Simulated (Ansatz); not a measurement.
Band structure of BaTe (Fm-3m, 2 atoms in the cell).

```
CELL_PARAMETERS angstrom
      0.00000     3.46658     3.46658
      3.46658     0.00000     3.46658
      3.46658     3.46658     0.00000
ATOMIC_POSITIONS crystal
  Ba 0.00000 0.00000 0.00000
  Te 0.50000 0.50000 0.50000
```

Method: PBE (plane waves, PAW; Ansatz, a quantum-chemistry and plane-wave program).

Settings: basis.ecutwfc = 420 eV; kpoints.mp_grid.grid = 6 6 6; hamiltonian.xc = pbe; hamiltonian.pseudopotentials = {kind: paw} (the program's default PAW files); scf.occupations.method = fermi_dirac; scf.occupations.width = 0.05 eV; kpoints.band_path.npoints = 8.

The starting cell comes from a database of computed structures (which also holds hypothetical and non-ambient phases and stackings), without a prior relaxation at this level. Its lattice was rescaled by a random factor within 2.5 % of one. Spin-orbit coupling is off.

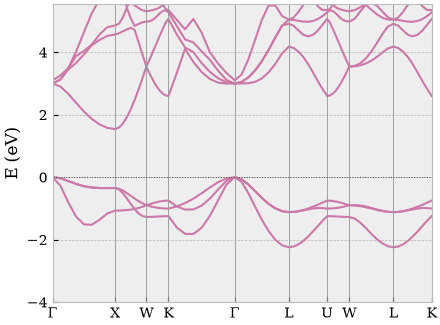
*Bands along the path, energies from the top of the valence band on the path.*

Read off roughly the gap and where its edges lie.

The gap along the path is about 1.5 eV (computed: 1.54 eV), from Γ to X; the smallest direct gap on it is 1.89 eV.

Levels in eV from the top of the valence band on the path, bands 10 to 16:
| point | 10 | 11 | 12 | 13 | 14 | 15 | 16 |
|---|---|---|---|---|---|---|---|
| Γ | -9.55 | 0.00 | 0.00 | 0.00 | 3.00 | 3.00 | 3.00 |
| X | -9.34 | -1.07 | -0.35 | -0.35 | 1.54 | 4.57 | 4.86 |
| W | -9.10 | -1.28 | -0.90 | -0.90 | 3.54 | 3.54 | 4.98 |
| K | -9.11 | -1.25 | -1.01 | -0.75 | 2.60 | 5.07 | 5.28 |
| L | -8.73 | -2.24 | -1.12 | -1.12 | 4.18 | 4.91 | 5.04 |
| U | -9.11 | -1.25 | -1.01 | -0.75 | 2.60 | 5.07 | 5.28 |

Keys are those of Ansatz 0.2.
